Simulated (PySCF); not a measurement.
**HNO2 (SMILES O=NO): r2SCAN/def2-SVP (max memory mb 1860)**

We compute a structure relaxation of HNO2. Input form: a Python script.

Program for the calculation: PySCF 2.14.0.

## Step 1: Starting point

HNO2 has 4 atoms, charge 0, and is taken as a singlet. SMILES: `O=NO`. Geometry: relaxed at GFN2-xTB. The run starts from this shape.

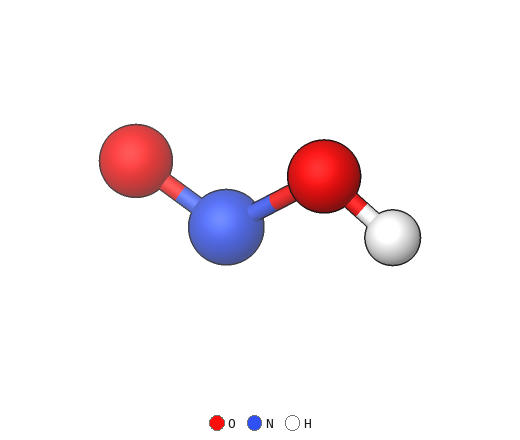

The structure, seen from a chosen angle (oxygen red, nitrogen blue, hydrogen white).

## Step 2: A structure relaxation at r2SCAN/def2-SVP (max memory mb 1860)

run.py reads:

```python
# nitrous acid
from pyscf import gto, dft
from pyscf.geomopt.geometric_solver import kernel as optimise

mol = gto.M(
    atom='''
O        0.424700       0.045690       1.471310
N        0.319310      -0.411420       0.387280
O       -0.357270       0.415910      -0.505360
H       -0.386730      -0.050180      -1.353230
''',
    basis='def2-svp',
    max_memory=1860,
    verbose=3,
    charge=0,
)

calc0 = dft.RKS(mol, xc='r2scan')
calc0.grids.level = 7
calc0.conv_tol = 1e-10
converged, mol_eq = optimise(calc0, maxsteps=60, convergence_set='GAU_TIGHT')
print('converged:', converged)
print(mol_eq.tostring())

calc0.reset(mol_eq)
mol = mol_eq
calc0.kernel()
if not calc0.converged:
    calc0 = calc0.newton().run(calc0.mo_coeff, calc0.mo_occ)
energy = calc0.e_tot
print(f'total energy: {energy:.8f} hartree')
```

Launch:

```
OMP_NUM_THREADS=1 python run.py
```

The program printed:

```text
convergence_set           GAU_TIGHT
maxiter                   60
----------------------------------------------------------
Custom engine selected.
Bonds will be generated from interatomic distances less than 1.20 times sum of covalent radii
12 internal coordinates being used (instead of 12 Cartesians)
Internal coordinate system (atoms numbered from 1):
Distance 1-2
Distance 2-3
Distance 3-4
Angle 1-2-3
Angle 2-3-4
Dihedral 1-2-3-4
Translation-X 1-4
Translation-Y 1-4
Translation-Z 1-4
Rotation-A 1-4
Rotation-B 1-4
Rotation-C 1-4
> ===== Optimization Info: ====
> Job type: Energy minimization
> Maximum number of optimization cycles: 60
> Initial / maximum trust radius (Angstrom): 0.100 / 0.300
> Convergence Criteria:
> Will converge when all 5 criteria are reached:
>  |Delta-E| < 1.00e-06
>  RMS-Grad  < 1.00e-05
>  Max-Grad  < 1.50e-05
>  RMS-Disp  < 4.00e-05
>  Max-Disp  < 6.00e-05
> === End Optimization Info ===

Geometry optimization cycle 1
Cartesian coordinates (Angstrom)
 Atom        New coordinates             dX        dY        dZ
   O   0.424700   0.045690   1.471310    0.000000  0.000000 -0.000000
   N   0.319310  -0.411420   0.387280    0.000000  0.000000  0.000000
   O  -0.357270   0.415910  -0.505360    0.000000  0.000000  0.000000
   H  -0.386730  -0.050180  -1.353230    0.000000  0.000000  0.000000

WARN: Mole.unit (angstrom) is changed to Bohr

converged SCF energy = -205.442784191272
--------------- RKS_Scanner gradients ---------------
         x                y                z
0 O     0.0076050334    -0.0038096555     0.0188997553
1 N    -0.0112383202     0.0173151024    -0.0090864414
2 O     0.0079133482    -0.0220844945    -0.0095755752
3 H    -0.0042852579     0.0085893345    -0.0002385211
----------------------------------------------
cycle 1: E = -205.442784191  dE = -205.443  norm(grad) = 0.0408957
Step    0 : Gradient = 2.045e-02/2.534e-02 (rms/max) Energy = -205.4427841913
Hessian Eigenvalues: 2.30000e-02 5.00000e-02 5.00000e-02 ... 4.68873e-01 5.37912e-01 1.14880e+00

Geometry optimization cycle 2
Cartesian coordinates (Angstrom)
 Atom        New coordinates             dX        dY        dZ
   O   0.399869   0.064003   1.418881   -0.024831  0.018313 -0.052429
   N   0.327031  -0.442581   0.362806    0.007721 -0.031161 -0.024474
   O  -0.359452   0.439367  -0.474418   -0.002182  0.023457  0.030942
   H  -0.367218  -0.061224  -1.307235    0.019512 -0.011044  0.045995
converged SCF energy = -205.442488233723
--------------- RKS_Scanner gradients ---------------
         x                y                z
0 O    -0.0104342299     0.0128589723    -0.0136188426
1 N     0.0046860428    -0.0166006484    -0.0113252586
2 O     0.0029424430     0.0064455191     0.0200863217
3 H     0.0027978208    -0.0026898680     0.0048581110
----------------------------------------------
cycle 2: E = -205.442488234  dE = 0.000295958  norm(grad) = 0.0371191
Step    1 : Displace = 4.863e-02/6.093e-02 (rms/max) Trust = 1.000e-01 (=) Grad = 1.856e-02/2.144e-02 (rms/max) E (change) = -205.4424882337 (+2.960e-04) Quality = -0.118
Hessian Eigenvalues: 2.30000e-02 4.99999e-02 5.00000e-02 ... 5.35071e-01 6.42700e-01 1.15774e+00

Geometry optimization cycle 3
Cartesian coordinates (Angstrom)
 Atom        New coordinates             dX        dY        dZ
   O   0.415518   0.048149   1.444842    0.015648 -0.015854  0.025961
   N   0.321007  -0.423775   0.373281   -0.006024  0.018806  0.010475
   O  -0.366176   0.441126  -0.493756   -0.006724  0.001759 -0.019337
   H  -0.370056  -0.066046  -1.324335   -0.002838 -0.004822 -0.017100
converged SCF energy = -205.4442337452
--------------- RKS_Scanner gradients ---------------
         x                y                z
0 O    -0.0007936763     0.0030847892     0.0023480824
1 N    -0.0020617642    -0.0008787799    -0.0081882489
2 O     0.0022810590    -0.0013306489     0.0053745899
3 H     0.0005685376    -0.0008645329     0.0004667291
----------------------------------------------
cycle 3: E = -205.444233745  dE = -0.00174551  norm(grad) = 0.0111749
Step    2 : Displace = 2.458e-02/3.423e-02 (rms/max) Trust = 2.432e-02 (-) Grad = 5.587e-03/8.489e-03 (rms/max) E (change) = -205.4442337452 (-1.746e-03) Quality = 0.970
Hessian Eigenvalues: 2.30000e-02 4.99999e-02 5.00000e-02 ... 5.32857e-01 6.14878e-01 1.19822e+00

Geometry optimization cycle 4
Cartesian coordinates (Angstrom)
 Atom        New coordinates             dX        dY        dZ
   O   0.417602   0.046333   1.449060    0.002085 -0.001816  0.004218
   N   0.322637  -0.423434   0.378937    0.001630  0.000341  0.005657
   O  -0.367353   0.440883  -0.498333   -0.001177 -0.000243 -0.004578
   H  -0.372341  -0.064802  -1.329687   -0.002285  0.001244 -0.005351
converged SCF energy = -205.444334384621
--------------- RKS_Scanner gradients ---------------
         x                y                z
0 O     0.0001792707     0.0008655817     0.0019948822
1 N    -0.0018251777     0.0012754617    -0.0039614882
2 O     0.0017360223    -0.0021736873     0.0022015635
3 H    -0.0000960629     0.0000433587    -0.0002333481
----------------------------------------------
cycle 4: E = -205.444334385  dE = -0.000100639  norm(grad) = 0.00616956
Step    3 : Displace = 5.430e-03/5.976e-03 (rms/max) Trust = 3.439e-02 (+) Grad = 3.085e-03/4.544e-03 (rms/max) E (change) = -205.4443343846 (-1.006e-04) Quality = 1.345
Hessian Eigenvalues: 2.30007e-02 4.99952e-02 5.00000e-02 ... 5.30986e-01 6.83361e-01 1.19491e+00

Geometry optimization cycle 5
Cartesian coordinates (Angstrom)
 Atom        New coordinates             dX        dY        dZ
   O   0.418987   0.044489   1.450433    0.001385 -0.001844  0.001373
   N   0.323936  -0.424198   0.382229    0.001299 -0.000764  0.003292
   O  -0.369705   0.443440  -0.501809   -0.002352  0.002556 -0.003475
   H  -0.372216  -0.065578  -1.330993    0.000125 -0.000776 -0.001307
converged SCF energy = -205.444371963211
--------------- RKS_Scanner gradients ---------------
         x                y                z
0 O     0.0003584422    -0.0003156723     0.0006588271
1 N    -0.0009061085     0.0013775452    -0.0007470875
2 O     0.0006580312    -0.0011568843     0.0003157517
3 H    -0.0001165533     0.0001056040    -0.0002255239
----------------------------------------------
cycle 5: E = -205.444371963  dE = -3.75786e-05  norm(grad) = 0.00242604
Step    4 : Displace = 3.410e-03/5.062e-03 (rms/max) Trust = 4.863e-02 (+) Grad = 1.213e-03/1.810e-03 (rms/max) E (change) = -205.4443719632 (-3.758e-05) Quality = 1.241
Hessian Eigenvalues: 2.30028e-02 4.99730e-02 5.00000e-02 ... 5.31907e-01 7.42663e-01 1.16795e+00

Geometry optimization cycle 6
Cartesian coordinates (Angstrom)
 Atom        New coordinates             dX        dY        dZ
   O   0.418985   0.044190   1.450282   -0.000002 -0.000299 -0.000151
   N   0.325052  -0.425593   0.383216    0.001116 -0.001394  0.000986
   O  -0.370357   0.444511  -0.502718   -0.000652  0.001071 -0.000910
   H  -0.372240  -0.065716  -1.331048   -0.000024 -0.000138 -0.000055
converged SCF energy = -205.444378069208
--------------- RKS_Scanner gradients ---------------
         x                y                z
0 O     0.0001126042    -0.0001857860     0.0000892028
1 N    -0.0001752394     0.0004141397     0.0000717135
2 O     0.0001151423    -0.0002817554    -0.0000902521
3 H    -0.0000588461     0.0000640091    -0.0000686053
----------------------------------------------
cycle 6: E = -205.444378069  dE = -6.106e-06  norm(grad) = 0.00061284
Step    5 : Displace = 1.269e-03/1.871e-03 (rms/max) Trust = 6.878e-02 (+) Grad = 3.064e-04/4.554e-04 (rms/max) E (change) = -205.4443780692 (-6.106e-06) Quality = 1.148
Hessian Eigenvalues: 2.30220e-02 4.98704e-02 5.00000e-02 ... 5.31565e-01 6.57529e-01 1.15576e+00

Geometry optimization cycle 7
Cartesian coordinates (Angstrom)
 Atom        New coordinates             dX        dY        dZ
   O   0.419088   0.044070   1.449980    0.000103 -0.000120 -0.000302
   N   0.325188  -0.426158   0.383152    0.000136 -0.000566 -0.000063
   O  -0.370513   0.444659  -0.502655   -0.000156  0.000148  0.000063
   H  -0.371974  -0.065764  -1.330857    0.000266 -0.000048  0.000191
converged SCF energy = -205.44437840264
--------------- RKS_Scanner gradients ---------------
         x                y                z
0 O     0.0000162362    -0.0000209746     0.0000023068
1 N    -0.0000135999     0.0000379635     0.0000372763
2 O    -0.0000075837    -0.0000158631    -0.0000293490
3 H    -0.0000013985     0.0000095076    -0.0000081502
----------------------------------------------
cycle 7: E = -205.444378403  dE = -3.33432e-07  norm(grad) = 7.10906e-05
Step    6 : Displace = 3.374e-04/3.831e-04 (rms/max) Trust = 9.727e-02 (+) Grad = 3.555e-05/5.492e-05 (rms/max) E (change) = -205.4443784026 (-3.334e-07) Quality = 1.000
Hessian Eigenvalues: 2.33732e-02 4.88633e-02 5.00000e-02 ... 5.28185e-01 5.80822e-01 1.15298e+00

Geometry optimization cycle 8
Cartesian coordinates (Angstrom)
 Atom        New coordinates             dX        dY        dZ
   O   0.419081   0.043821   1.449928   -0.000007 -0.000249 -0.000052
   N   0.325370  -0.426302   0.383022    0.000182 -0.000143 -0.000131
   O  -0.370332   0.444628  -0.502627    0.000181 -0.000031  0.000028
   H  -0.372031  -0.065840  -1.330801   -0.000057 -0.000076  0.000056
converged SCF energy = -205.444378406131
--------------- RKS_Scanner gradients ---------------
         x                y                z
0 O    -0.0000067571     0.0000045982     0.0000023257
1 N     0.0000061672    -0.0000002971     0.0000016428
2 O    -0.0000011881     0.0000082336    -0.0000043573
3 H    -0.0000045797    -0.0000019100     0.0000024722
----------------------------------------------
cycle 8: E = -205.444378406  dE = -3.49058e-09  norm(grad) = 1.52301e-05
Step    7 : Displace = 1.260e-04/1.314e-04 (rms/max) Trust = 1.376e-01 (+) Grad = 7.615e-06/9.391e-06 (rms/max) E (change) = -205.4443784061 (-3.491e-09) Quality = 0.348
Hessian Eigenvalues: 2.90876e-02 3.68082e-02 4.99999e-02 ... 5.29899e-01 6.16198e-01 1.15190e+00

Geometry optimization cycle 9
Cartesian coordinates (Angstrom)
 Atom        New coordinates             dX        dY        dZ
   O   0.419262   0.043542   1.449852    0.000181 -0.000278 -0.000077
   N   0.325423  -0.426547   0.382934    0.000053 -0.000245 -0.000088
   O  -0.370271   0.444492  -0.502571    0.000061 -0.000136  0.000056
   H  -0.371926  -0.065849  -1.330823    0.000104 -0.000008 -0.000023
converged SCF energy = -205.444378405818
--------------- RKS_Scanner gradients ---------------
         x                y                z
0 O    -0.0000094623     0.0000171570    -0.0000021045
1 N     0.0000048550    -0.0000158376    -0.0000098175
2 O    -0.0000032867     0.0000120762     0.0000107278
3 H     0.0000015443    -0.0000027651     0.0000032839
----------------------------------------------
cycle 9: E = -205.444378406  dE = 3.12752e-10  norm(grad) = 3.24291e-05
Step    8 : Displace = 5.716e-05/5.907e-05 (rms/max) Trust = 1.376e-01 (=) Grad = 1.621e-05/1.971e-05 (rms/max) E (change) = -205.4443784058 (+3.128e-10) Quality = -0.076
Hessian Eigenvalues: 7.22447e-03 4.54846e-02 4.99999e-02 ... 5.33526e-01 8.42480e-01 1.17739e+00

Geometry optimization cycle 10
Cartesian coordinates (Angstrom)
 Atom        New coordinates             dX        dY        dZ
   O   0.419517   0.043067   1.449773    0.000255 -0.000475 -0.000078
   N   0.325551  -0.426884   0.382802    0.000128 -0.000337 -0.000131
   O  -0.370138   0.444305  -0.502523    0.000133 -0.000187  0.000048
   H  -0.371822  -0.065889  -1.330866    0.000104 -0.000040 -0.000042
converged SCF energy = -205.444378404936
--------------- RKS_Scanner gradients ---------------
         x                y                z
0 O    -0.0000079301     0.0000183382    -0.0000027489
1 N    -0.0000001124    -0.0000134109    -0.0000136834
2 O    -0.0000019923     0.0000076196     0.0000155149
3 H     0.0000036912    -0.0000019138     0.0000030143
----------------------------------------------
cycle 10: E = -205.444378405  dE = 8.81727e-10  norm(grad) = 3.32106e-05
Step    9 : Displace = 2.683e-05/2.886e-05 (rms/max) Trust = 2.858e-05 (-) Grad = 1.661e-05/2.017e-05 (rms/max) E (change) = -205.4443784049 (+8.817e-10) Quality = -0.118
Poor-quality step dominated by net translation/rotation detected; will project out net forces and torques past this point.
Hessian Eigenvalues: 8.16998e-04 4.99993e-02 5.00000e-02 ... 5.32001e-01 6.36491e-01 1.16334e+00

Geometry optimization cycle 11
Cartesian coordinates (Angstrom)
 Atom        New coordinates             dX        dY        dZ
   O   0.419543   0.043020   1.449781    0.000025 -0.000046  0.000008
   N   0.325562  -0.426898   0.382801    0.000010 -0.000015 -0.000002
   O  -0.370129   0.444293  -0.502532    0.000009 -0.000013 -0.000009
   H  -0.371819  -0.065895  -1.330878    0.000003 -0.000006 -0.000013
converged SCF energy = -205.444378406126
--------------- RKS_Scanner gradients ---------------
         x                y                z
0 O    -0.0000034059     0.0000111153     0.0000008270
1 N    -0.0000041832    -0.0000017343    -0.0000086545
2 O    -0.0000010155     0.0000013901     0.0000083958
3 H     0.0000022611    -0.0000001384     0.0000015289
----------------------------------------------
cycle 11: E = -205.444378406  dE = -1.18965e-09  norm(grad) = 1.76682e-05
Step   10 : Displace = 1.348e-05/1.749e-05 (rms/max) Trust = 1.342e-05 (-) Grad = 8.172e-06/1.098e-05 (rms/max) E (change) = -205.4443784061 (-1.190e-09) Quality = 0.735
Hessian Eigenvalues: 8.16998e-04 4.99993e-02 5.00000e-02 ... 5.32001e-01 6.36491e-01 1.16334e+00
Converged! =D

converged: True
O           0.41954264        0.04302050        1.44978113
N           0.32556170       -0.42689814        0.38280067
O          -0.37012901        0.44429291       -0.50253177
H          -0.37181935       -0.06589515       -1.33087843
converged SCF energy = -205.444378406123
total energy: -205.44437841 hartree
```

It took 3.2 min on 1 thread of Arm Neoverse V1, shared host; peak memory 0.53 GiB.

Steps, from the record of the run:

| step | energy from the first frame kept (eV) | largest force (eV/Å) |
| --- | --- | --- |
| 0 | 0.0000 | 1.3030 |
| 1 | 0.0081 | 1.1025 |
| 2 | -0.0394 | 0.4365 |
| 3 | -0.0422 | 0.2337 |
| 4 | -0.0432 | 0.0931 |
| 5 | -0.0434 | 0.0234 |
| 6 | -0.0434 | 0.0028 |
| 7 | -0.0434 | 0.0005 |
| 8 | -0.0434 | 0.0010 |
| 9 | -0.0434 | 0.0010 |
| 10 | -0.0434 | 0.0006 |

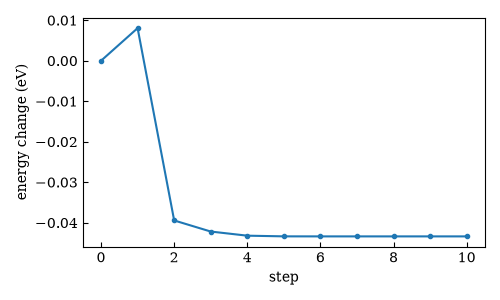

Energy along the run.

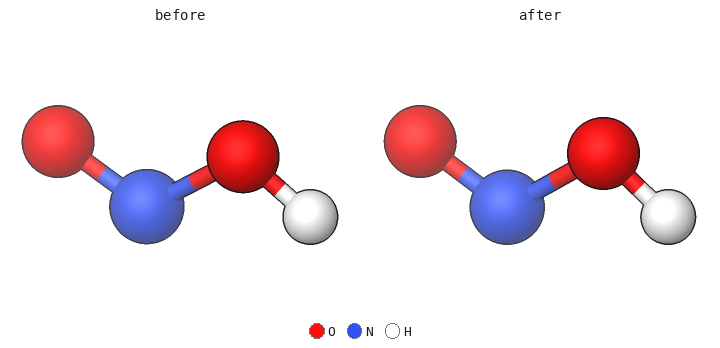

Before and after, at one scale.

After the run. Bond lengths: O1–N2 1.170 Å, N2–O3 1.424 Å, O3–H4 0.973 Å. Angles: O1–N2–O3 111.1°, N2–O3–H4 102.1°.

## Step 3: Results

At r2SCAN/def2-SVP (max memory mb 1860):

| quantity | value |
| --- | --- |
| total energy at the end | -205.44438 Eh |
| dipole moment | 2.14 D |
| HOMO energy | -6.62 eV |
| LUMO energy | -3.18 eV |
| HOMO–LUMO gap | 3.44 eV |

In words: At the final geometry: Bond lengths: O1–N2 1.170 Å, N2–O3 1.424 Å, O3–H4 0.973 Å. Angles: O1–N2–O3 111.1°, N2–O3–H4 102.1°. The optimisation took 10 steps and changed the energy by -0.043 eV.
